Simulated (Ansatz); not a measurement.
## Electronic structure of C$_{3}$H$_{7}$CdCl (SMILES C[CH](C)[Cd][Cl]) in real space

Input

```
crystal:
  periodic: [false, false, false]
  atoms:
    - symbol: C
      position_ang: [-0.107383, 0.707965, 1.536225]
    - symbol: C
      position_ang: [0.695406, 0.417173, 0.273402]
    - symbol: C
      position_ang: [0.106604, -0.736853, -0.529881]
    - symbol: Cd
      position_ang: [2.754926, 0.092289, 0.714014]
    - symbol: Cl
      position_ang: [4.981662, -0.266286, 1.195448]
    - symbol: H
      position_ang: [-0.114577, -0.148915, 2.229760]
    - symbol: H
      position_ang: [0.275019, 1.578910, 2.090965]
    - symbol: H
      position_ang: [-1.163241, 0.920473, 1.283008]
    - symbol: H
      position_ang: [0.701190, 1.321856, -0.358641]
    - symbol: H
      position_ang: [0.112451, -1.682365, 0.036909]
    - symbol: H
      position_ang: [-0.948572, -0.528711, -0.789479]
    - symbol: H
      position_ang: [0.644306, -0.914330, -1.474278]
basis:
  gaussian:
    orbitals: def2-TZVPD
output: {forces: true, orbitals: {seedname: orbitals}}
hamiltonian:
  xc: {name: PBE0}
```

Command:

```sh
ansatz run input.yaml --threads 2 --pin off --max-ram 6090MiB --events-out events.jsonl --progress --plain --runs-dir runs
```

Geometry: PBE0-D4/def2-SVP; core potentials replace the inner electrons of Cd.

All numbers below come from isolated molecule in a Gaussian basis; Kohn-Sham density functional theory, functional PBE0 in Ansatz.

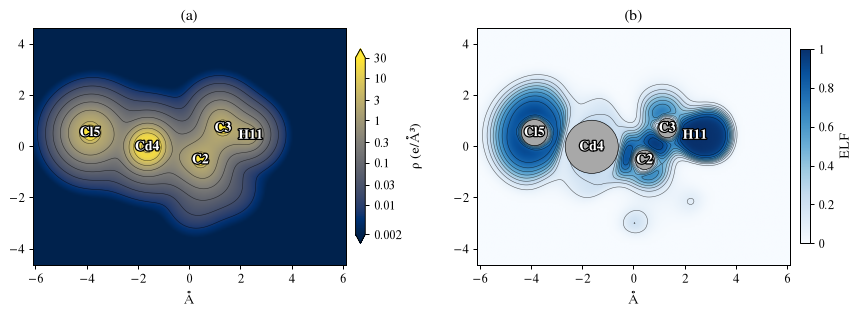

Figure 1. (a) electron density; (b) electron localisation function on the plane of atoms C2, C3 and H11. Grey discs cover the atomic cores in the ELF map.

Question: What does the map show?

Answer:
- The plane passes through C, Cd, Cl and H nuclei.
- C–C (1.52 Å): the density is about 1.7 e/Å³ at the midpoint; the ELF peaks at about 0.95 between the atoms (a shared electron pair).
- C–Cd (2.13 Å): the density is about 0.71 e/Å³ at the midpoint; the ELF peaks at about 0.85 in the valence shell of C, 0.8 Å from its nucleus, and is about 0.30 at the midpoint.
- Cd–Cl (2.31 Å): ρ at the midpoint is about 0.58 e/Å³; the ELF peaks at about 0.85 in the valence shell of Cl, 0.8 Å from its nucleus, and is about 0.30 at the midpoint.
- C–H (1.11 Å): the density is about 1.9 e/Å³ at the midpoint; the ELF climbs to about 1 towards the hydrogen, as it does in any bond to H (a covalent bond by its length).
- The ELF also peaks beside Cl5, away from the bonds: lone-pair regions.

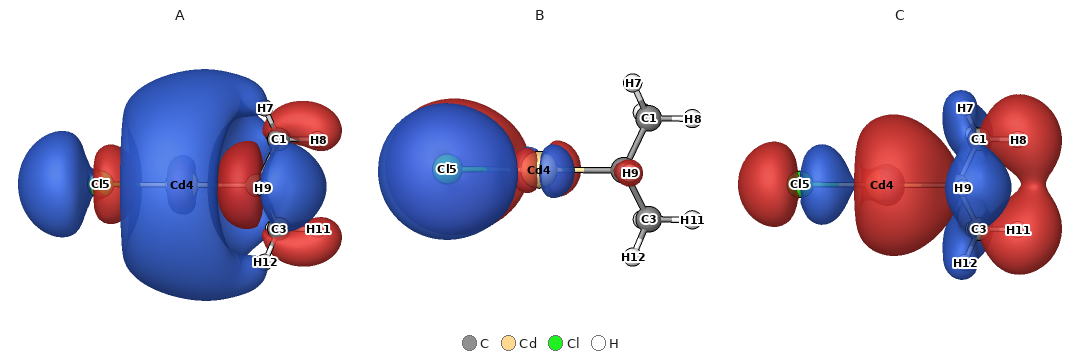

Figure 2. Three frontier orbitals at ±0.04 Å⁻³ᐟ² (blue and red are the two phases), in no order.

Question: Order the three orbitals by energy and name them.

Answer: B is the HOMO−1 (−8.25 eV). Its weight (Hirshfeld) is mainly on Cl5 (about 90 %) and Cd4 (about 10 %); largely a lone pair of Cl5. C is the HOMO (−7.35 eV). By Hirshfeld shares it lies mainly on C2 (about 30 %), Cd4 (about 25 %), Cl5 (about 10 %), C1 (about 5 %) and C3 (about 5 %). A is the LUMO (−0.95 eV). Its weight (Hirshfeld) is mainly on Cd4 (about 50 %), Cl5 (about 20 %) and C2 (about 15 %).

Question: What is the HOMO–LUMO gap?

Answer: 6.40 eV between the orbital energies.

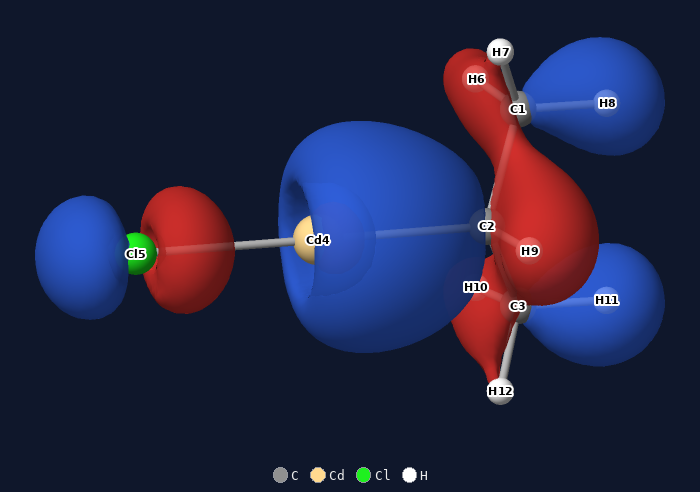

Figure 3. The HOMO at ±0.1 Å⁻³ᐟ² (red and blue are the two phases), seen at a tilt.

Question: Where does this orbital lie, and at what energy?

Answer: Its weight (Hirshfeld) is mainly on C2 (about 30 %), Cd4 (about 25 %), Cl5 (about 10 %), C1 (about 5 %) and C3 (about 5 %). Its energy is −7.35 eV.
